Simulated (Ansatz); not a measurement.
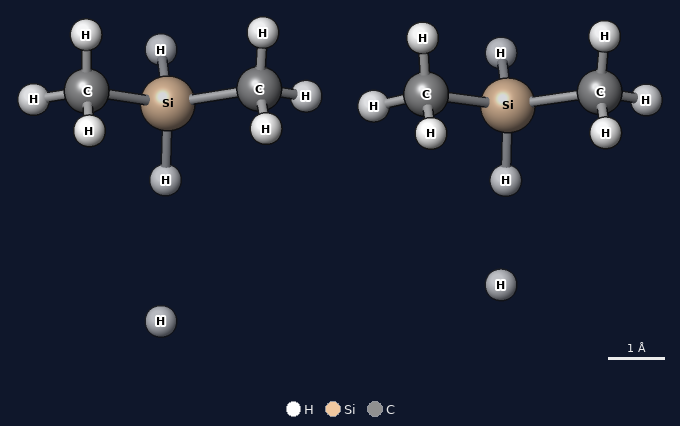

Two geometries of C2H9Si (multiplicity 2), drawn at one scale. One is the start of a relaxation, the other its converged end. The picture is a ball-and-stick view, seen at a tilt.

The calculation used UKS PBE-D4/6-31G* in Ansatz. (collinear spin; force threshold 0.03 eV/Å; at most 50 steps)

Q: Which one is relaxed?

A: The left one is the relaxed one. The run prepares an end point of a later path (reaction) calculation, from a guessed geometry. The energy falls by 1.38 kcal/mol in 7 geometry steps. Largest force component: 0.72 eV/Å at the start, 0.006 eV/Å at the end. The atom that moves furthest after the best rigid fit is an H atom (0.72 Å). Largest moves by element: H 0.72 Å, C 0.07 Å, Si 0.04 Å. Near-neighbour distances that change, for instance: H–Si 1.451 → 1.506 Å. Bond angles that change, for instance: H–Si–C 107.3° → 109.5°.
